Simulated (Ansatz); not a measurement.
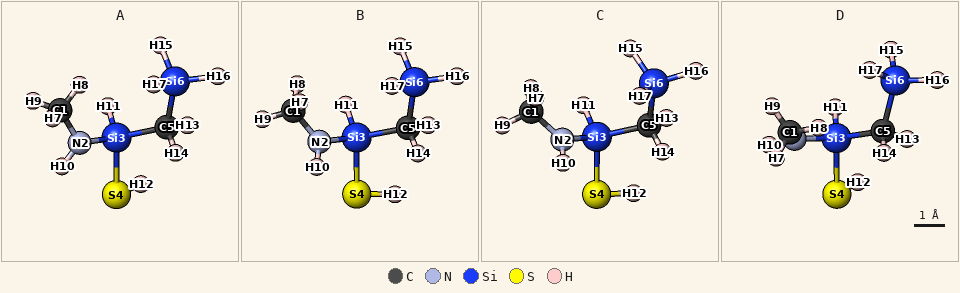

4 geometries from a converged minimum-energy path of C2H11NSSi2, shuffled. A ball-and-stick model, seen from a free direction.

Theory: RHF/cc-pVDZ (Ansatz). Set-up: 9 movable images; climbing image; force threshold 0.05 eV/Å; iteration limit 31; starting path by image-dependent pair potential.

One of them is the converged climbing image. Which?

Answer. A. In order along the path, whose images run from 0 to 10: C (image 0, 0.0 kJ/mol), B (image 1, +0.5 kJ/mol), A (image 3, +7.2 kJ/mol), D (image 7, +5.0 kJ/mol). The motion is a rotation about the N2–Si3 bond by about 155°. No bond forms or breaks between the ends. Bond angles that change up to the highest image, for instance: N2–Si3–H11 106.6° → 113.2°, Si3–C5–Si6 115.2° → 120.1°.

Cost: 11 min on 2 threads of Arm Neoverse V2, on a shared host, peak memory 0.47 GiB.
